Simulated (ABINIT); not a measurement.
## GaN (F-43m): G0W0 in ABINIT against the bands in the screening

How does the gap of GaN (F-43m) converge in the bands in the screening?

Main program and level: ABINIT 10.8.3; LDA and many-body steps on it, plane waves.

**1. The starting structure**

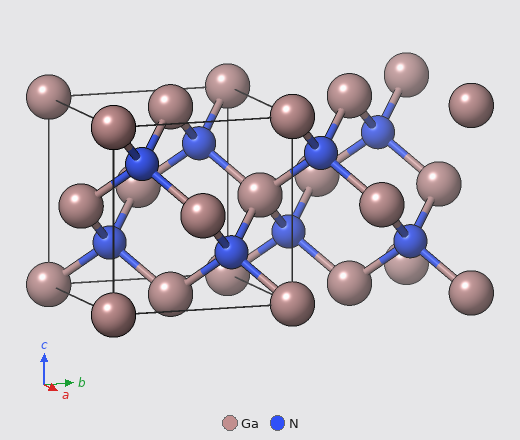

The starting structure, seen slightly off an axis (gallium pink, nitrogen blue). 1×2×1 cells are drawn. This picture shows the conventional cell, with its axes. Bonds to atoms that aren't drawn are left out. Some periodic images of atoms are drawn too.

The cell and positions are those that the Materials Project relaxed with its own functionals (PBE, PBE+U or r2SCAN), kept fixed. This is not the form that GaN usually takes at ambient conditions.

**2. Screening, 4×4×4 mesh, 17 bands, screening to 130.6 eV**

This step: ABINIT 10.8.3; RPA screening on LDA, plane waves, norm-conserving pseudopotentials.

The RPA dielectric matrix is built and inverted for each q.

File run.abi:

```
acell 3*1.0 Angstrom
rprim 
  0.000000000000 2.253500607500 2.253500607500
  2.253500607500 0.000000000000 2.253500607500
  2.253500607500 2.253500607500 0.000000000000
ntypat 2
znucl 31 7
natom 2
typat 1 2
xred 
  0.000000000000 0.000000000000 0.000000000000
  0.750000000000 0.750000000000 0.750000000000
pp_dirpath "pseudos"
pseudos "Ga.upf, N.upf"
ecut 36
ngkpt 4 4 4
nshiftk 1
shiftk 0 0 0
kptopt 1
chksymbreak 0
istwfk *1
occopt 1
irdwfk 1
optdriver 3
nband 17
ecuteps 4.8
inclvkb 2
awtr 1
symchi 1
indata_prefix "in"
outdata_prefix "out"
tmpdata_prefix "tmp"
```

On the command line:

```sh
$ OMP_NUM_THREADS=1 mpirun -n 4 abinit run.abi > log
```

Output:

```text
.Version 10.8.3 of ABINIT. v10.8.2 released Aug 2026.

 Symmetries : space group F-4 3 m (#216); Bravais cF (face-center cubic)
[... echo of the input left out ...]
== DATASET  1 ==================================================================
-   mpi_nproc: 4, omp_nthreads: 1 (-1 if OMP is not activated)

--- !DatasetInfo
iteration_state: {dtset: 1, }
dimensions: {natom: 2, nkpt: 8, mband: 17, nsppol: 1, nspinor: 1, nspden: 1, mpw: 1639, }
cutoff_energies: {ecut:  36.0, pawecutdg:  -1.0, }
electrons: {nelect:   1.80000000E+01, charge:   0.00000000E+00, occopt:   1.00000000E+00, tsmear:   1.00000000E-02, }

 SCREENING: Calculation of the susceptibility and dielectric matrices

 Based on a program developped by R.W. Godby, V. Olevano, G. Onida, and L. Reining.
 Incorporated in ABINIT by V. Olevano, G.-M. Rignanese, and M. Torrent.
.Using double precision arithmetic ; gwpc =  8

[... cell and pseudopotentials left out ...]
--------------------------------------------------------------------------------

 ==== K-mesh for the wavefunctions ====
 Number of points in the irreducible wedge :     8
[... list of points left out ...]
 Together with 24 symmetry operations and time-reversal symmetry
 yields    64 points in the full Brillouin Zone.

 ==== Q-mesh for the screening function ====
 Number of points in the irreducible wedge :     8
[... list of points left out ...]
 Together with 24 symmetry operations and time-reversal symmetry
 yields    64 points in the full Brillouin Zone.

 setmesh: FFT mesh size selected  =    24x   24x   24
          total number of points  =        13824

 vcoul_init : cutoff-mode = AUXILIARY_FUNCTION
 q-points for optical limit:   1
     1)      0.000010    0.000020    0.000030

- screening: taking advantage of time-reversal symmetry
- Maximum band index for partially occupied states nbvw = 9
- Remaining bands to be divided among processors   nbcw = 8
- Number of bands treated by each node ~2

 Number of electrons calculated from density =   18.0000; Expected =   18.0000
 average of density, n =  0.116539
 r_s =    1.2700
 omega_plasma =   32.9300 [eV]

 calculating chi0 at frequencies [eV] :
  1    0.000000E+00    0.000000E+00
  2    0.000000E+00    3.293002E+01

--------------------------------------------------------------------------------
  q-point number  1        q = ( 0.000000, 0.000000, 0.000000) [r.l.u.]
--------------------------------------------------------------------------------
[... chi0 elements left out ...]
 For q-point:  0.000010 0.000020 0.000030
  dielectric constant =   8.8805
  dielectric constant without local fields =   9.4346

  Average fulfillment of the sum rule on Im[epsilon] for q-point    1 :     11.57  [%]
[... wings left out ...]
  q-point number  2        q = ( 0.250000, 0.000000, 0.000000) [r.l.u.]
--------------------------------------------------------------------------------
[... chi0 elements left out ...]
  Average fulfillment of the sum rule on Im[epsilon] for q-point    2 :     32.81  [%]

 [... 6 further q-points ...]
```

It took 2.7 s on 4 MPI ranks of Arm Neoverse V2, shared host; peak memory 0.09 GiB.

Numbers from this step:

```yaml
eps_infinity_with_local_fields_on_this_mesh_along_the_program_s_q_direction: 8.880
the_same_without_local_fields: 9.435
plasma_frequency: 32.93 eV
plane_waves_in_the_screening_matrix: 65
```

Local fields lower ε∞ by 6 %. On a Γ-centred mesh this coarse the value itself is usually too large, while a short band sum pulls it down.

**3. 17 bands**

The self-energy is evaluated for the states that the input lists, and the levels follow from it, in one-shot runs by the linearised quasiparticle equation.

This step: G0W0 on LDA, plane waves, norm-conserving pseudopotentials.

run.abi, as its differences from that of step 2:

```diff
@@ -23,8 +23,15 @@
 irdwfk 1
-optdriver 3
-nband 17
+optdriver 4
+nband 26
+gwcalctyp 0
+ecutsigx 36
+symsigma 1
+nkptgw 1
+kptgw 
+  0.0000000000 0.0000000000 0.0000000000
+bdgw 
+  7 13
 ecuteps 4.8
-inclvkb 2
-awtr 1
-symchi 1
+irdscr 1
+ppmodel 1
 indata_prefix "in"
```

Output:

```text
.Version 10.8.3 of ABINIT. v10.8.2 released Aug 2026.

 Symmetries : space group F-4 3 m (#216); Bravais cF (face-center cubic)
[... echo of the input left out ...]
== DATASET  1 ==================================================================
-   mpi_nproc: 4, omp_nthreads: 1 (-1 if OMP is not activated)

--- !DatasetInfo
iteration_state: {dtset: 1, }
dimensions: {natom: 2, nkpt: 8, mband: 26, nsppol: 1, nspinor: 1, nspden: 1, mpw: 1639, }
cutoff_energies: {ecut:  36.0, pawecutdg:  -1.0, }
electrons: {nelect:   1.80000000E+01, charge:   0.00000000E+00, occopt:   1.00000000E+00, tsmear:   1.00000000E-02, }

 SIGMA: Calculation of the GW corrections

 Based on a program developped by R.W. Godby, V. Olevano, G. Onida, and L. Reining.
 Incorporated in ABINIT by V. Olevano, G.-M. Rignanese, and M. Torrent.
.Using double precision arithmetic ; gwpc =  8

[... cell and pseudopotentials left out ...]
--------------------------------------------------------------------------------

 ==== K-mesh for the wavefunctions ====
 Number of points in the irreducible wedge :     8
[... list of points left out ...]
 Together with 24 symmetry operations and time-reversal symmetry
 yields    64 points in the full Brillouin Zone.

 ==== Q-mesh for screening function ====
 Number of points in the irreducible wedge :     8
[... list of points left out ...]
 Together with 24 symmetry operations and time-reversal symmetry
 yields    64 points in the full Brillouin Zone.

 vcoul_init : cutoff-mode = AUXILIARY_FUNCTION
 q-points for optical limit:   1
     1)      0.000010    0.000020    0.000030
 setmesh: FFT mesh size selected  =    36x   36x   36
          total number of points  =        46656

 Number of electrons calculated from density =   18.0000; Expected =   18.0000
 average of density, n =  0.116539
 r_s =    1.2700
 omega_plasma =   32.9300 [eV]

 === KS Band Gaps ===
  >>>> For spin  1
   Minimum direct gap =   1.7696 [eV], located at k-point      :   0.0000  0.0000  0.0000
   Fundamental gap    =   1.7696 [eV], Top of valence bands at :   0.0000  0.0000  0.0000
                                       Bottom of conduction at :   0.0000  0.0000  0.0000
 SIGMA fundamental parameters:
 PLASMON POLE MODEL  1
 number of plane-waves for SigmaX                 1639
 number of plane-waves for SigmaC and W             65
 number of plane-waves for wavefunctions          1639
 number of bands                                    26
 number of independent spin polarizations            1
 number of spinorial components                      1
 number of k-points in IBZ                           8
 number of q-points in IBZ                           8
 number of symmetry operations                      24
 number of k-points in BZ                           64
 number of q-points in BZ                           64
 number of frequencies for dSigma/dE                 9
 frequency step for dSigma/dE [eV]                0.25
 number of omega for Sigma on real axis              0
 max omega for Sigma on real axis  [eV]           0.00
 zcut for avoiding poles [eV]                     0.10

 EPSILON^-1 parameters (SCR file):
 dimension of the eps^-1 matrix on file             65
 dimension of the eps^-1 matrix used                65
 number of plane-waves for wavefunctions          1639
 number of bands                                    17
 number of q-points in IBZ                           8
 number of frequencies                               2
 number of real frequencies                          1
 number of imag frequencies                          1

 matrix elements of self-energy operator (all in [eV])

 Perturbative Calculation

--- !SelfEnergy_ee
iteration_state: {dtset: 1, }
kpoint     : [   0.000,    0.000,    0.000, ]
spin       : 1
KS_gap     :    1.770
QP_gap     :    2.428
Delta_QP_KS:    0.658
data: !SigmaeeData |
     Band     E0 <VxcDFT>   SigX SigC(E0)      Z dSigC/dE  Sig(E)    E-E0       E
        7   4.956 -18.201 -21.323   3.692   0.785  -0.274 -17.754   0.448   5.403
        8   4.956 -18.201 -21.323   3.692   0.785  -0.274 -17.754   0.448   5.403
        9   4.956 -18.201 -21.323   3.692   0.785  -0.274 -17.754   0.448   5.403
       10   6.725 -14.263  -9.748  -3.148   0.810  -0.235 -13.157   1.106   7.831
       11  15.112 -12.737  -7.225  -4.026   0.822  -0.216 -11.515   1.222  16.334
       12  15.112 -12.737  -7.225  -4.026   0.822  -0.216 -11.515   1.222  16.334
       13  15.112 -12.737  -7.225  -4.026   0.822  -0.216 -11.515   1.222  16.334

== END DATASET(S) ==============================================================
================================================================================

 -outvars: echo values of variables after computation  --------
           etotal      0.0000000000E+00
            nband          26
             nkpt           8
          spgroup         216
 [... the other variables as echoed above ...]

 Calculation completed.
```

The job ended after 2.2 s (4 MPI ranks; peak memory 0.11 GiB).

Numbers from this step:

```
G0W0 gap on the points computed              : 2.428 eV
starting gap on the mesh                     : 1.770 eV
k of the valence top                         : 0, 0, 0
k of the conduction bottom                   : 0, 0, 0
Z at the valence top                         : 0.785
Z at the conduction bottom                   : 0.81
least direct G0W0 gap on the computed points : 2.428 eV
```

The gap on the mesh goes from 1.77 eV to 2.43 eV, a correction of +0.66 eV.

**4. Screening, 4×4×4 mesh, 26 bands, screening to 130.6 eV**

This step: RPA screening on LDA, plane waves, norm-conserving pseudopotentials.

run.abi, as its differences from that of step 3:

```diff
@@ -23,15 +23,8 @@
 irdwfk 1
-optdriver 4
+optdriver 3
 nband 26
-gwcalctyp 0
-ecutsigx 36
-symsigma 1
-nkptgw 1
-kptgw 
-  0.0000000000 0.0000000000 0.0000000000
-bdgw 
-  7 13
 ecuteps 4.8
-irdscr 1
-ppmodel 1
+inclvkb 2
+awtr 1
+symchi 1
 indata_prefix "in"
```

Output:

```text
.Version 10.8.3 of ABINIT. v10.8.2 released Aug 2026.

 Symmetries : space group F-4 3 m (#216); Bravais cF (face-center cubic)
[... echo of the input left out ...]
== DATASET  1 ==================================================================
-   mpi_nproc: 4, omp_nthreads: 1 (-1 if OMP is not activated)

--- !DatasetInfo
iteration_state: {dtset: 1, }
dimensions: {natom: 2, nkpt: 8, mband: 26, nsppol: 1, nspinor: 1, nspden: 1, mpw: 1639, }
cutoff_energies: {ecut:  36.0, pawecutdg:  -1.0, }
electrons: {nelect:   1.80000000E+01, charge:   0.00000000E+00, occopt:   1.00000000E+00, tsmear:   1.00000000E-02, }

 SCREENING: Calculation of the susceptibility and dielectric matrices

 Based on a program developped by R.W. Godby, V. Olevano, G. Onida, and L. Reining.
 Incorporated in ABINIT by V. Olevano, G.-M. Rignanese, and M. Torrent.
.Using double precision arithmetic ; gwpc =  8

[... cell and pseudopotentials left out ...]
--------------------------------------------------------------------------------

 ==== K-mesh for the wavefunctions ====
 Number of points in the irreducible wedge :     8
[... list of points left out ...]
 Together with 24 symmetry operations and time-reversal symmetry
 yields    64 points in the full Brillouin Zone.

 ==== Q-mesh for the screening function ====
 Number of points in the irreducible wedge :     8
[... list of points left out ...]
 Together with 24 symmetry operations and time-reversal symmetry
 yields    64 points in the full Brillouin Zone.

 setmesh: FFT mesh size selected  =    24x   24x   24
          total number of points  =        13824

 vcoul_init : cutoff-mode = AUXILIARY_FUNCTION
 q-points for optical limit:   1
     1)      0.000010    0.000020    0.000030

- screening: taking advantage of time-reversal symmetry
- Maximum band index for partially occupied states nbvw = 9
- Remaining bands to be divided among processors   nbcw = 17
- Number of bands treated by each node ~4

 Number of electrons calculated from density =   18.0000; Expected =   18.0000
 average of density, n =  0.116539
 r_s =    1.2700
 omega_plasma =   32.9300 [eV]

 calculating chi0 at frequencies [eV] :
  1    0.000000E+00    0.000000E+00
  2    0.000000E+00    3.293002E+01

--------------------------------------------------------------------------------
  q-point number  1        q = ( 0.000000, 0.000000, 0.000000) [r.l.u.]
--------------------------------------------------------------------------------
[... chi0 elements left out ...]
 For q-point:  0.000010 0.000020 0.000030
  dielectric constant =   8.9619
  dielectric constant without local fields =   9.5231

  Average fulfillment of the sum rule on Im[epsilon] for q-point    1 :     25.22  [%]
[... wings left out ...]
  q-point number  2        q = ( 0.250000, 0.000000, 0.000000) [r.l.u.]
--------------------------------------------------------------------------------
[... chi0 elements left out ...]
  Average fulfillment of the sum rule on Im[epsilon] for q-point    2 :     44.92  [%]

 [... 6 further q-points ...]
```

The job ended after 3.6 s (4 MPI ranks; peak memory 0.37 GiB).

This step gave:

| Quantity | Value |
| --- | --- |
| ε∞ with local fields, on this mesh, along the program's q direction | 8.962 |
| the same without local fields | 9.523 |
| plasma frequency | 32.93 eV |
| plane waves in the screening matrix | 65 |

**5. 26 bands**

This step: G0W0 on LDA, plane waves, norm-conserving pseudopotentials.

run.abi, as its differences from that of step 4:

```diff
@@ -23,8 +23,15 @@
 irdwfk 1
-optdriver 3
+optdriver 4
 nband 26
+gwcalctyp 0
+ecutsigx 36
+symsigma 1
+nkptgw 1
+kptgw 
+  0.0000000000 0.0000000000 0.0000000000
+bdgw 
+  7 13
 ecuteps 4.8
-inclvkb 2
-awtr 1
-symchi 1
+irdscr 1
+ppmodel 1
 indata_prefix "in"
```

Output:

```text
.Version 10.8.3 of ABINIT. v10.8.2 released Aug 2026.

 Symmetries : space group F-4 3 m (#216); Bravais cF (face-center cubic)
[... echo of the input left out ...]
== DATASET  1 ==================================================================
-   mpi_nproc: 4, omp_nthreads: 1 (-1 if OMP is not activated)

--- !DatasetInfo
iteration_state: {dtset: 1, }
dimensions: {natom: 2, nkpt: 8, mband: 26, nsppol: 1, nspinor: 1, nspden: 1, mpw: 1639, }
cutoff_energies: {ecut:  36.0, pawecutdg:  -1.0, }
electrons: {nelect:   1.80000000E+01, charge:   0.00000000E+00, occopt:   1.00000000E+00, tsmear:   1.00000000E-02, }

 SIGMA: Calculation of the GW corrections

 Based on a program developped by R.W. Godby, V. Olevano, G. Onida, and L. Reining.
 Incorporated in ABINIT by V. Olevano, G.-M. Rignanese, and M. Torrent.
.Using double precision arithmetic ; gwpc =  8

[... cell and pseudopotentials left out ...]
--------------------------------------------------------------------------------

 ==== K-mesh for the wavefunctions ====
 Number of points in the irreducible wedge :     8
[... list of points left out ...]
 Together with 24 symmetry operations and time-reversal symmetry
 yields    64 points in the full Brillouin Zone.

 ==== Q-mesh for screening function ====
 Number of points in the irreducible wedge :     8
[... list of points left out ...]
 Together with 24 symmetry operations and time-reversal symmetry
 yields    64 points in the full Brillouin Zone.

 vcoul_init : cutoff-mode = AUXILIARY_FUNCTION
 q-points for optical limit:   1
     1)      0.000010    0.000020    0.000030
 setmesh: FFT mesh size selected  =    36x   36x   36
          total number of points  =        46656

 Number of electrons calculated from density =   18.0000; Expected =   18.0000
[...]
number of q-points in BZ                           64
 number of frequencies for dSigma/dE                 9
 frequency step for dSigma/dE [eV]                0.25
 number of omega for Sigma on real axis              0
 max omega for Sigma on real axis  [eV]           0.00
 zcut for avoiding poles [eV]                     0.10

 EPSILON^-1 parameters (SCR file):
 dimension of the eps^-1 matrix on file             65
 dimension of the eps^-1 matrix used                65
 number of plane-waves for wavefunctions          1639
 number of bands                                    26
 number of q-points in IBZ                           8
 number of frequencies                               2
 number of real frequencies                          1
 number of imag frequencies                          1

 matrix elements of self-energy operator (all in [eV])

 Perturbative Calculation

--- !SelfEnergy_ee
iteration_state: {dtset: 1, }
kpoint     : [   0.000,    0.000,    0.000, ]
spin       : 1
KS_gap     :    1.770
QP_gap     :    2.263
Delta_QP_KS:    0.493
data: !SigmaeeData |
     Band     E0 <VxcDFT>   SigX SigC(E0)      Z dSigC/dE  Sig(E)    E-E0       E
        7   4.956 -18.201 -21.323   3.716   0.791  -0.265 -17.731   0.470   5.426
        8   4.956 -18.201 -21.323   3.716   0.791  -0.265 -17.731   0.470   5.426
        9   4.956 -18.201 -21.323   3.716   0.791  -0.265 -17.731   0.470   5.426
       10   6.725 -14.263  -9.748  -3.332   0.815  -0.228 -13.300   0.963   7.688
       11  15.112 -12.737  -7.225  -4.174   0.829  -0.206 -11.628   1.109  16.220
       12  15.112 -12.737  -7.225  -4.174   0.829  -0.206 -11.628   1.109  16.220
       13  15.112 -12.737  -7.225  -4.174   0.829  -0.206 -11.628   1.109  16.220

== END DATASET(S) ==============================================================
================================================================================

 -outvars: echo values of variables after computation  --------
           etotal      0.0000000000E+00
            nband          26
             nkpt           8
          spgroup         216
 [... the other variables as echoed above ...]

 Calculation completed.
```

The job ended after 2.2 s (4 MPI ranks; peak memory 0.11 GiB; 8.3 s of CPU time).

This step gave:

| Item | Value |
| --- | --- |
| G0W0 gap on the points computed | 2.262 eV |
| starting gap on the mesh | 1.770 eV |
| k of the valence top | 0, 0, 0 |
| k of the conduction bottom | 0, 0, 0 |
| Z at the valence top | 0.791 |
| Z at the conduction bottom | 0.815 |
| least direct G0W0 gap on the computed points | 2.262 eV |

Against the run before, the gap moves by −0.166 eV.

(Continued in part 2 of 2.)

[Paths, hosts, dates, memory and timing lines, banners, echoed tables and standing remarks are left out of the program output.]

[Logs are printed without paths, hosts, clocks, repeated set-up lines and the standing remarks that a program may print on its own settings, such as how far it seeks lower states.]

[Runs of the session that timed out or met a known fault of the program may be left out.]

[Hosts, paths, dates, database ids (printed as entryN), source tags and the programs' standing remarks are cut or masked in the printed files.]

[G0W0 gaps are taken among the corrected bands and points alone; a level outside them can change the order at an edge.]

[Where Ansatz stands beside ABINIT at settings called matched, ABINIT's density can come from a denser mesh and the files from another edition; pairs whose starting gaps differed by over 0.03 eV were left out, so agreement reads better than it is.]
